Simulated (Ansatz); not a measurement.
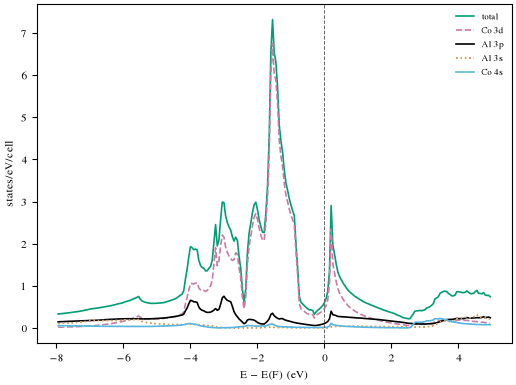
Total and projected density of states of AlCo (CsCl type, Pm-3m), plane-wave PAW LDA (Ansatz code)

**Question.** Which orbitals carry the states next to the Fermi level?

**Answer.** Within 0.5 eV of the Fermi level: Co 3d 75 %, Al 3p 17 %. Projections are on Löwdin-orthogonalised atomic valence shells; empty p or d shells of many metals are not among them.

**Question.** Where is the tallest occupied peak in this window, and what makes it?

**Answer.** Near -1.5 eV, about 7.3 states/eV per cell; the largest projected share is Co 3d.

The LDA relaxation kept the symmetry of its start; of distortions, only those at the zone centre were tested. No spin polarisation was allowed.

Potentials: the later of the program's two PAW sets.
